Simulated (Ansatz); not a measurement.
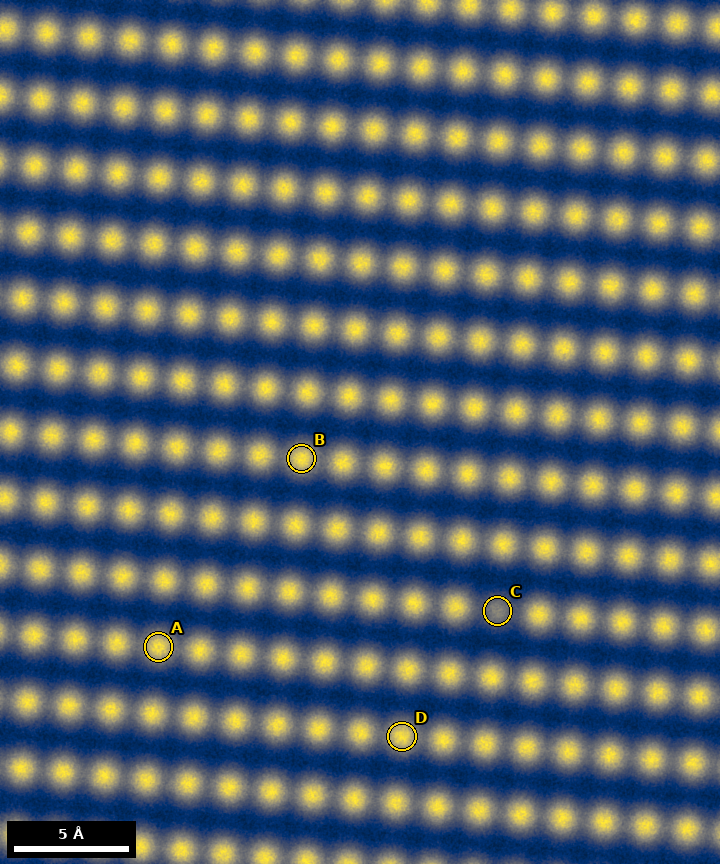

HAADF-like image of Gd (P6_3/mmc, No. 194) along [210]. Simulated incoherent Z contrast: every atom adds Z^1.7 spread by a probe of 1.14 Å full width; channelling and multiple scattering are left out. The probe carries 15 % of its weight in a tail 2.5 times as wide. The display is stretched by a gamma of 0.8; percentages refer to the linear signal. Shot noise was added.

The sample is 2 repeats (12.6 Å) thick. One point defect was put into the perfect crystal, without relaxing the atoms around it. Brightness is counted from the darkest point of the image. Host structure: the geometry given to an electronic-structure calculation, possibly off equilibrium.

Which ringed column holds the defect, and does it scatter more or less than its equals?

Answer. C; it scatters less. The column holds 2 atoms (Gd) through the sample, and one Gd atom is missing, so its peak drops to about 50 % of that of its equals.
